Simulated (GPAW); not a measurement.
# STM contrast on a 9-layer slab of Ca(110), part 2 of 2

Wanted: filled- and empty-state images of a 9-layer slab of Ca(110), with its work function.

GPAW 26.7.0; GPAW, PAW setups; slab in vacuum, relaxation (the session's first sound run).

So far, upper work function (eV): step 2 (relaxation) 2.82.

## (3) The slab's potential (continued)

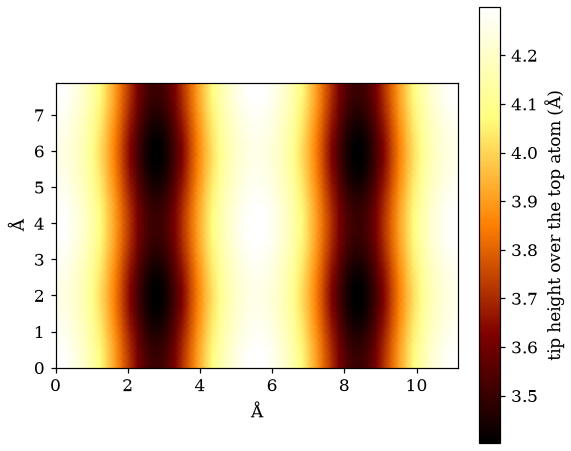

Tip height over the top atom over a1 and a2. Sample bias 2 V, constant current at the mean current 4.0 Å over the top atom. The cell is repeated, with its origin at the lower left corner.

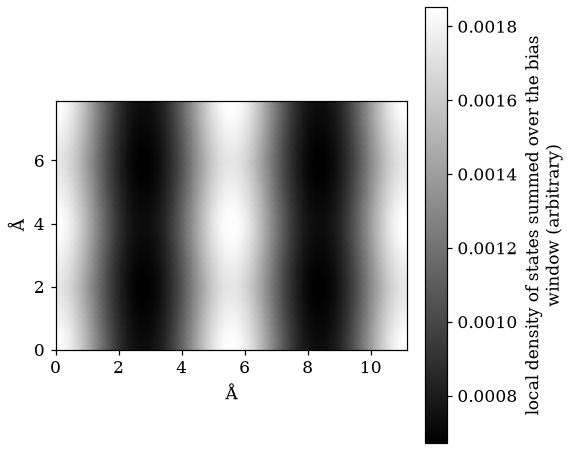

Local density of states summed over the bias window over a1 and a2. Sample bias 2 V, constant height 4.0 Å over the top atom. The cell is repeated, with its origin at the lower left corner.

Force by atom:

| atom | x (eV/Å) | y (eV/Å) | z (eV/Å) | size |
| --- | --- | --- | --- | --- |
| Ca1 | 0.000 | 0.000 | 0.115 | 0.115 |
| Ca2 | 0.000 | 0.000 | 0.009 | 0.009 |
| Ca3 | 0.000 | 0.000 | -0.066 | 0.066 |
| Ca4 | 0.000 | 0.000 | 0.004 | 0.004 |
| Ca5 | 0.000 | 0.000 | 0.008 | 0.008 |
| Ca6 | 0.000 | 0.000 | 0.007 | 0.007 |
| Ca7 | 0.000 | 0.000 | -0.029 | 0.029 |
| Ca8 | 0.000 | 0.000 | -0.021 | 0.021 |
| Ca9 | 0.000 | 0.000 | -0.027 | 0.027 |

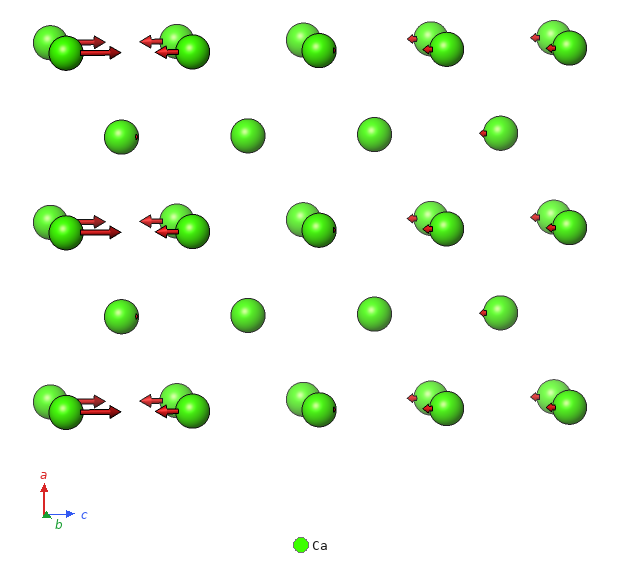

Force as arrows, the longest 0.115 eV/Å. 2×1×1 cells are drawn. Some periodic images of atoms are drawn too.

The potential is flat to 1.1e-4 eV/Å where it is read, so the vacuum is wide enough.

## (4) A changed run

One more run, with changed settings.

Contents of run.py:

```python
import json
import numpy as np
from ase import Atoms
from gpaw import GPAW, PW

slab = Atoms(
    ['Ca', 'Ca', 'Ca', 'Ca', 'Ca', 'Ca', 'Ca', 'Ca', 'Ca'],
    positions=[
        [0.00000, 0.00000, 9.00000],
        [2.79000, 1.97283, 10.97283],
        [0.00000, 0.00000, 12.94566],
        [2.79000, 1.97283, 14.91848],
        [0.00000, 0.00000, 16.89356],
        [2.79000, 1.97283, 18.86677],
        [0.00000, -0.00000, 20.87184],
        [2.79000, 1.97283, 22.80063],
        [-0.00000, 0.00000, 24.70653]],
    cell=[[5.58, 0.0, 0.0], [0.0, 3.94566, 0.0], [0.0, 0.0, 33.78262]],
    pbc=[True, True, False])

slab.calc = GPAW(mode=PW(400), xc='PBE', kpts={'size': (1, 1, 1), 'gamma': True},
                 occupations={'name': 'fermi-dirac', 'width': 0.1}, nbands='160%',
                 convergence={'density': 1e-05}, maxiter=75,
                 poissonsolver={'dipolelayer': 'xy'},
                 symmetry={'tolerance': 1e-3}, txt='slab.txt')
result = {}
energy = slab.get_potential_energy()
fermi = slab.calc.get_fermi_level()
v = slab.calc.get_electrostatic_potential().mean((0, 1)) - fermi
n = slab.calc.get_pseudo_density().mean((0, 1))
L = slab.cell[2, 2]
z = np.arange(len(v)) * L / len(v)
low, high = slab.positions[:, 2].min(), slab.positions[:, 2].max()
below, above = np.interp([low - 6.8, high + 6.8], z, v)
slopes = [np.interp(x, z, np.gradient(v, z)) for x in (low - 6.8, high + 6.8)]
eps = np.array([[slab.calc.get_eigenvalues(k, s) for k in range(len(slab.calc.get_ibz_k_points()))]
                for s in range(slab.calc.get_number_of_spins())]) - fermi
top, bottom = eps[eps < 0].max(), eps[eps > 0].min()
dipole = slab.get_dipole_moment()[2]
print(f'energy {energy:.4f} eV, Fermi level {fermi:.4f} eV, dipole {dipole:.5f} e A')
print(f'potential 6.8 A off the faces, from the Fermi level: lower {below:.4f} eV, upper {above:.4f} eV')
print(f'slope of the potential there: lower {slopes[0]:.5f}, upper {slopes[1]:.5f} eV/A')
print(f'nearest levels on the mesh: {top:.4f} and {bottom:.4f} eV')
print('magnetic moment', round(slab.get_magnetic_moment(), 3))
result.update(energy=energy, fermi=fermi, dipole=dipole, below=below, above=above, slopes=slopes, edges=[top, bottom],
              z=z.tolist(), v=v.tolist(), n=n.tolist(), positions=slab.positions.tolist(),
              forces=slab.get_forces(apply_constraint=False).tolist(), moments=slab.get_magnetic_moments().tolist())
json.dump(result, open('result.json', 'w'))
```

Command:

```
$ OMP_NUM_THREADS=1 OPENBLAS_NUM_THREADS=1 python run.py
```

Log:

```text
energy -24.9116 eV, Fermi level 0.0406 eV, dipole -0.00017 e A
potential 6.8 A off the faces, from the Fermi level: lower 3.7259 eV, upper 3.7272 eV
slope of the potential there: lower -0.00008, upper 0.00007 eV/A
nearest levels on the mesh: -0.1677 and 0.1760 eV
magnetic moment 0.0
```

Run time: 52 s. Hardware: 1 thread of Arm Neoverse V1, shared host; peak memory 0.29 GiB.

The run finished. A setting was moved off its sound value on purpose, so it serves as a test and not as the result.

The fault put into the input: one k-point (kpts = [1, 1]).

Side by side:

```csv
quantity,this run,sound run,difference
upper work function (eV),3.7272,2.8210,0.906
lower work function (eV),3.7259,2.8162,0.910
```

The two runs differ clearly in the lower work function: 3.73 eV against 2.82 eV.

## (5) Summary of results

- work function, both faces: 2.82 eV
- dipole along the normal: -5.8e-4 e Å
- corrugation at -1.5 V: 0.343 Å
- corrugation at 2 V: 0.900 Å

What this shows: The corrugation at constant current is largest at 2 V, where the tip height varies by 0.90 Å over the cell. Negative sample bias images filled states, positive bias empty ones. The measured value for polycrystalline Ca, which weights the faces of low work function, is 2.87 eV (as compiled in "Anisotropic work function of elemental crystals", 2019, arxiv:1902.07811); the relaxed upper face lies 0.049 eV under it with PBE. Measured work functions scatter by a tenth of an eV or more between methods. The images are of Tersoff-Hamann type: an s-wave tip, no tip-sample forces, heights closer than in a microscope. The small printed dipole stands for a step of 4.8 meV from the lower to the upper face, and the probes find 4.8 meV; values this small are near the numerical noise of both. The in-plane lattice was kept as typed, which isn't the functional's own and leaves some strain; spin-orbit coupling and temperature are left out.

[Logs are printed without paths, hosts, clocks, repeated set-up lines and the standing remarks that a program may print on its own settings, such as how far it seeks lower states.]

[Hosts, paths, dates, database ids (printed as entryN), source tags and the programs' standing remarks are cut or masked in the printed files.]
